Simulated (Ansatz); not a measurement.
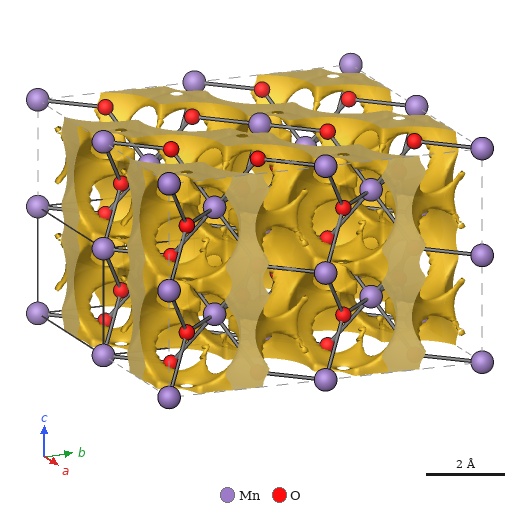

The yellow surface encloses the points that the centre of a probe sphere of radius 0.15 Å can occupy in MnO$_{2}$ in space group P4_2/mnm, computed on a grid of about 0.12 Å (2×2×2 cells shown, view slightly off an axis; pale faces close the region where the box cuts it).

The atoms' radii are Shannon crystal radii (six-coordinate where tabulated): Mn 0.67 Å, O 1.26 Å.

Origin of the cell: the end point of a relaxation in a fixed cell with Ansatz, DFT PBE+U, scalar-relativistic, plane waves, PAW.

```xyz
6
Lattice="4.3983 0.0000 0.0000 0.0000 4.3983 0.0000 0.0000 0.0000 2.8730" Properties=species:S:1:pos:R:3 pbc="T T T"
Mn    0.0000    0.0000    0.0000
Mn    2.1991    2.1991    1.4365
O     1.3403    1.3403    0.0000
O     0.8588    3.5395    1.4365
O     3.0580    3.0580    0.0000
O     3.5395    0.8588    1.4365
```

**Do these regions connect?**

Where they connect, they form a three-dimensional network.

**What share of the cell can the probe's centre reach?**

About 14 % of the volume (7.6 Å³ of 55.6 Å³).

**Give the largest included and the largest free sphere.**

The largest sphere that fits anywhere has a diameter of 0.97 Å; the largest that can travel through the crystal, about 0.8 Å.

**How does the connectivity change as the probe shrinks?**

Below a radius of about 0.40 Å the space forms one-dimensional channels along [001]. Below a radius of about 0.32 Å the space forms a three-dimensional network. These are grid estimates, good to about 0.05 Å.
